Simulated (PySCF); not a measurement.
Bond curves of LiN, triplet (excess alpha electrons: πx +1, πy +1), cc-pVTZ(-PP) (non-relativistic), PySCF: energy from the separated fragments (atoms in their ground configurations, no counterpoise). One reference determinant with the occupation held, the lowest that a PBE0 search over spins and occupations found; no spin-orbit coupling. Splines pass through the computed points, which are marked. References: UKS for BP86 and TPSS; UHF for CCSD and CCSD(T). Spin contamination grows along the curve for BP86 and TPSS.

Methods: BP86, CCSD(T), CCSD and TPSS.

Q: Which curve follows CCSD(T) best, and which worst?

A: Best CCSD, worst BP86; largest departures, offsets in depth included: CCSD 0.09, TPSS 0.51, BP86 0.63 eV, over the shared points. CCSD(T) is in the same finite basis, not at its limit.

Q: Give the computed values.

A: In eV:
```
bond length (Å)   BP86  CCSD(T)   CCSD   TPSS
           1.67  −1.79    −1.24  −1.17  −1.72
           1.74  −1.93    −1.37  −1.30  −1.85
           1.80  −1.98    −1.43  −1.35  −1.90
           1.86  −2.01    −1.45  −1.37  −1.92
           1.91  −2.01    −1.44  −1.36  −1.91
           1.99  −1.98    −1.40  −1.32  −1.88
           2.08  −1.91    −1.32  −1.23  −1.80
           2.19  −1.79    −1.16  −1.09  −1.67
```

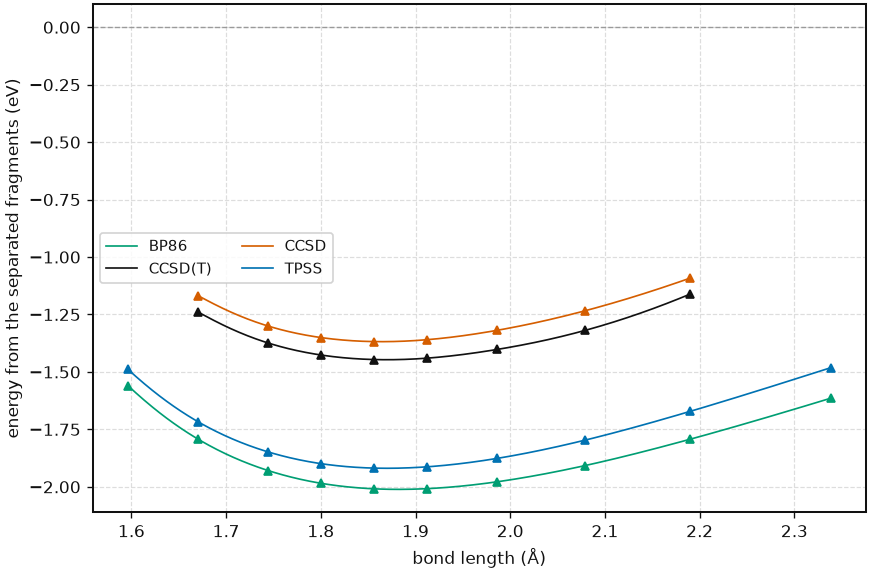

Limits of at least one run: lowest determinant of a PBE0 search, another state may lie lower.
